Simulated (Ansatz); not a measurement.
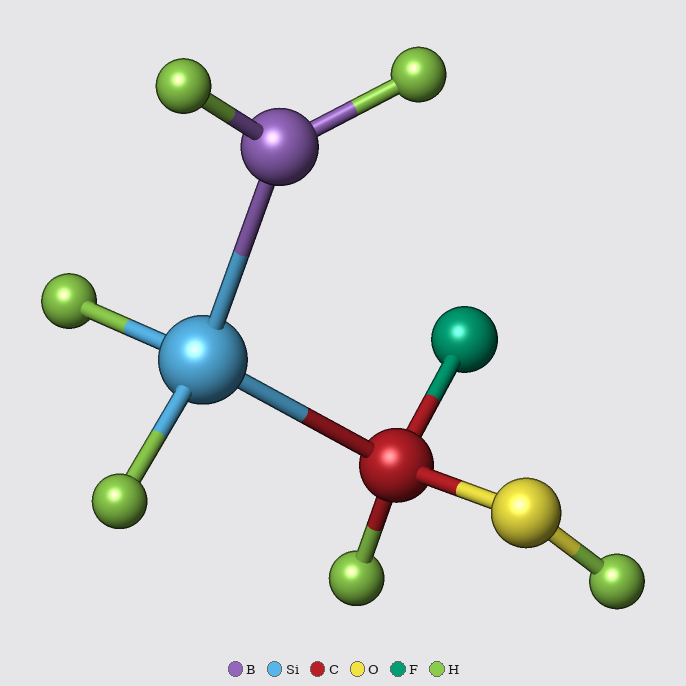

Harmonic vibrations computed with RKS PBE0-D4/def2-TZVP (Ansatz 0.2.0) at a stationary point of the same level.

Q: Minimum or transition state?

A: A minimum: no imaginary frequency, and the lowest mode lies at 64 cm⁻¹.

Q: List the wavenumbers.

A: 27 modes: 64, 76, 124, 210, 346, 382, 393, 543, 607, 614, 672, 699, 847, 907, 927, 996, 1142, 1167, 1203, 1346, 1421, 2195, 2211, 2595, 2686, 3018, 3818 cm⁻¹.
